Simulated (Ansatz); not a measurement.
## Electronic structure of F4Ga (charge −1) in real space

The calculation's input:

```
crystal:
  periodic: [false, false, false]
  atoms:
    - {symbol: Ga, position_ang: [0.000017, -0.000070, -0.000081]}
    - {symbol: F, position_ang: [0.011088, -0.018120, 1.795607]}
    - {symbol: F, position_ang: [1.689641, 0.010725, -0.607995]}
    - {symbol: F, position_ang: [-0.854061, 1.469612, -0.579252]}
    - {symbol: F, position_ang: [-0.846675, -1.462147, -0.608269]}
basis:
  gaussian: {orbitals: def2-TZVPD, initial_orbitals: start.molden}
total_charge: -1
hamiltonian: {xc: pbe0, dispersion: d4}
scf: {omitted_lower_state_checks: [starts]}
output: {orbitals: {seedname: orbitals}}
```

Run with:

```sh
ansatz run in.yaml --threads 4 --pin off --events-out ev --progress --plain --max-ram 3916MiB
```

Geometry: PBE0-D4/def2-SVPD.

Theory: RKS PBE0-D4/def2-TZVPD in Ansatz.

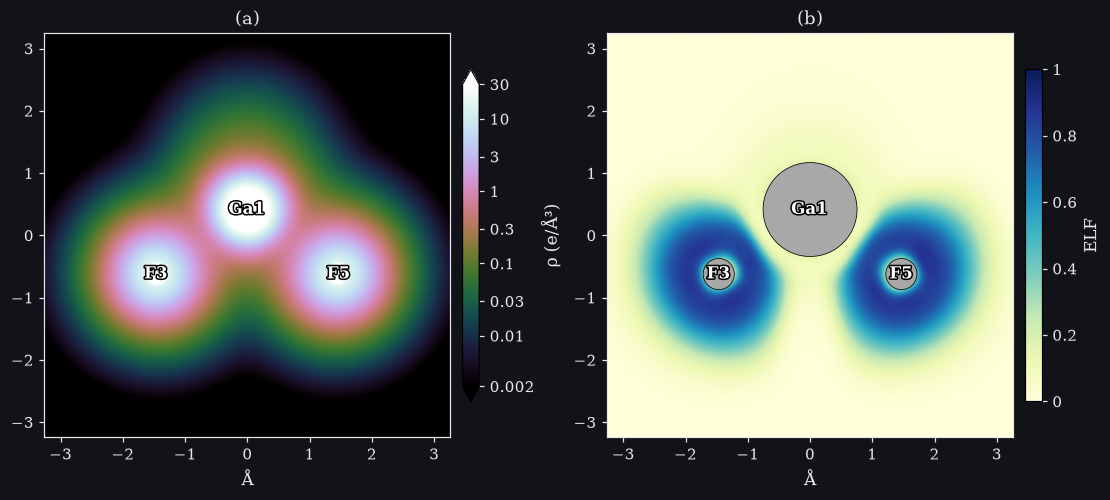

Figure 1. (a) total electron density; (b) electron localisation function on the plane of atoms F3, Ga1 and F5. Grey discs cover the atomic cores in the ELF map.

What do the fields say about this system?

The section cuts through Ga and F sites. Ga–F (1.80 Å): the density is about 0.81 e/Å³ at the midpoint; the ELF peaks at about 0.80 in the valence shell of F, 0.5 Å from its nucleus, and is about 0.20 at the midpoint. The ELF also peaks beside F5 and F3, away from the bonds: lone-pair regions.

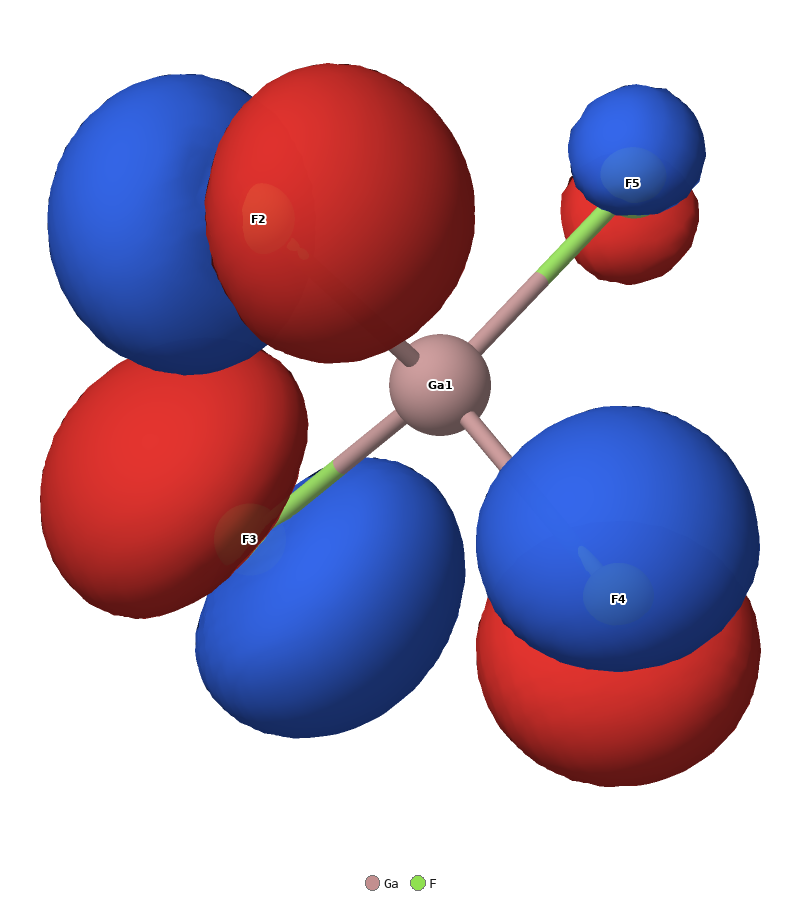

Figure 2. The HOMO at ±0.1 Å⁻³ᐟ² (blue and red are the two phases), seen across its widest extent.

Where does this orbital lie, and at what energy?

By Hirshfeld shares it lies mainly on F2 (about 30 %), F3 (about 30 %) and F4 (about 30 %); largely a combination of lone pairs on F2, F3 and F4. It is one of a degenerate set, so its orientation is arbitrary. Its energy is −5.61 eV.
